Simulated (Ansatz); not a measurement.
## A computed series for BAs: pressure series

Take BAs in the zinc blende structure (space group F-43m, No. 216; a = 4.809 Å) as the base.

Cell and atoms are relaxed at each pressure.

Calculations: PBE in Ansatz (plane waves to 420 eV, PAW, without spin-orbit coupling), earlier PAW set.

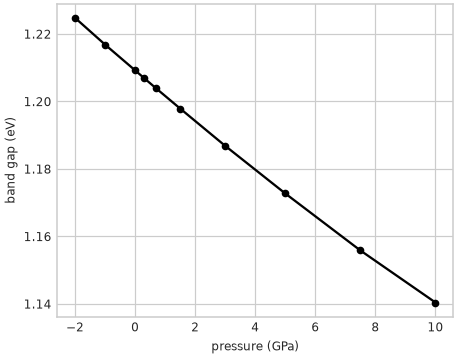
Band gap against pressure

| pressure (GPa) | band gap |
|---|---|
| -2 | 1.22 eV |
| -1 | 1.22 eV |
| 0.3 | 1.21 eV |
| 0.7 | 1.20 eV |
| 1.5 | 1.20 eV |
| 3 | 1.19 eV |
| 5 | 1.17 eV |
| 7.5 | 1.16 eV |
| 10 | 1.14 eV |

Load acts through the strain it causes; cell and atoms are relaxed under it. Stability against distortions was not tested. No other phases were tried under pressure.

Ansatz is a first-principles code.
